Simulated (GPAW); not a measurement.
# Surface energy and work function of Re(0001) from slabs of 3 to 12 layers (PBE)

How do energy and work function of Re(0001) films settle with thickness, and what surface energy follows?

Set-up. GPAW 26.7.0, plane waves at 450 eV with PAW setups; symmetric 1×1 slabs cut at the tabulated lattice constant (two decimals; low-temperature values for the alkali metals), atoms at bulk places, 7.5 Å of vacuum on each side, one in-plane mesh for all thicknesses, Fermi-Dirac smearing of 0.1 eV. Energies are extrapolated to zero smearing and count from the program's reference atoms. Functional PBE. The cell's area is 6.597 Å².

The runs, one held back:

```
layers  energy (eV)  work function (eV)
     3     −32.5482                5.11
     4     −44.2635                5.06
     5     −55.9071                5.03
     6     −67.5093                5.03
     7     −79.1775                5.03
     8     −90.8086                5.02
     9    −102.4618                5.03
    10    −114.0960                5.03
    11    −125.7430                5.03
    12            ?                   ?
```

To predict: What surface energy do these runs give, and what energy and work function should the 12-layer slab have?

Worked answer. A slab of n layers has E(n) = nε + 2Aγ once its middle is bulk-like. A line through n = 6 to 11 has the slope ε = −11.6451 eV a layer and the intercept 2Aγ = 2.3503 eV (r.m.s. residual 7.5 meV). So γ = 2.3503 / (2 × 6.597 Å²) = 0.1781 eV/Å² = 2.85 J/m², with a standard error of about 0.02 J/m² from the scatter about the line. For 12 layers: 2.3503 + 12 × (−11.6451) = −137.390 eV; the run gives −137.390 eV, 0.2 meV over the line. The work function has no such law: from 6 to 11 layers it moves between 5.02 and 5.03 eV (mean 5.03), and the 12-layer slab gives 5.03 eV. The thinnest slab, 3 layers, lies +0.08 eV from that mean. The measured value for this face is 5.15 eV (“Anisotropic work function of elemental crystals” (2019, arxiv:1902.07811)); the unrelaxed 12-layer slab lies 0.12 eV under it.

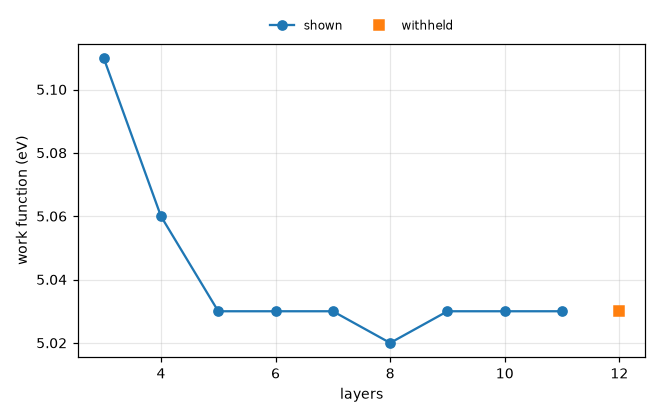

Work function against thickness.

**Limits.** The surfaces are unrelaxed, so γ is an upper bound for this functional and lattice constant. The tabulated lattice constant isn't the functional's own, which strains the slab a little. Spin-orbit coupling is left out.

[Logs are printed without paths, hosts, clocks, repeated set-up lines and the standing remarks that a program may print on its own settings, such as how far it seeks lower states.]
